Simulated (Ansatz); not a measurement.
**Fields on a plane of GaAs (zinc blende)**

```xyz
2
Lattice="0.0000 2.8728 2.8728 2.8728 0.0000 2.8728 2.8728 2.8728 0.0000" Properties=species:S:1:pos:R:3 pbc="T T T"
As     4.3092     4.3092     4.3092
Ga     0.0000     0.0000     0.0000
```

The slice is a {110} plane (indices of the conventional cell) through the point (0.000, 0.000, 0.000) (fractional), spanned by u = [100] and v = [1 -1 -1] in vectors of this cell: u (4.06 Å) and v (5.75 Å, at 90° to u). It covers one period; positions are fractions (u, v).

Atoms on it: As at (0.50, 0.25); Ga at (0.00, 0.00).

The numbers are results of PBE (plane waves to 420 eV, PAW, scalar-relativistic; Ansatz, a quantum-chemistry and plane-wave program), not measurements. k mesh 10×10×10. Inside the PAW spheres the values are not all-electron values, and peaks at nuclei hang on which shells count as valence. GaAs was relaxed with its symmetry unable to fall.

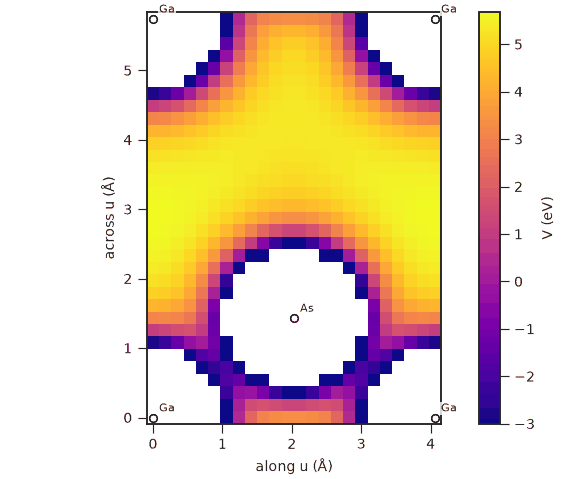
Electrostatic potential energy of an electron, from the cell's mean, in eV, one period of the plane, atoms marked. Points within 1 Å of a nucleus are left white, as the pseudised field means little there. Values under -3 eV are set to -3. The zero, the cell's mean, hangs on the PAW cores.

| v \ u | 0.00 | 0.13 | 0.26 | 0.39 | 0.52 | 0.65 | 0.78 | 0.91 |
|---|---|---|---|---|---|---|---|---|
| 0.88 | 0.106 | 0.093 | 0.055 | 0.029 | 0.024 | 0.034 | 0.069 | 0.100 |
| 0.75 | 0.033 | 0.032 | 0.027 | 0.023 | 0.022 | 0.024 | 0.028 | 0.033 |
| 0.62 | 0.021 | 0.021 | 0.021 | 0.023 | 0.024 | 0.022 | 0.021 | 0.021 |
| 0.50 | 0.018 | 0.020 | 0.026 | 0.031 | 0.031 | 0.030 | 0.024 | 0.019 |
| 0.38 | 0.021 | 0.029 | 0.067 | 0.114 | 0.116 | 0.104 | 0.050 | 0.024 |
| 0.25 | 0.033 | 0.031 | 0.072 | 0.111 | 0.068 | 0.119 | 0.048 | 0.031 |
| 0.12 | 0.106 | 0.066 | 0.017 | 0.073 | 0.114 | 0.044 | 0.025 | 0.087 |
| 0.00 | 0.179 | 0.127 | 0.060 | 0.030 | 0.031 | 0.033 | 0.082 | 0.152 |

Values: density of the lowest conduction band (whole band as if filled, smooth part) in e/Å³. 

| Quantity | Value |
|---|---|
| Density on the As–Ga line (2.49 Å) at its density minimum, 1.4 Å from As | 0.45 e/Å³ |
| ELF at that point | 0.6 |
| ELF maximum in the middle third of the As–Ga line | 0.78, 1.1 Å from As |
| Element round which the density of the highest valence band (whole band, smooth part) is largest on this plane | As |
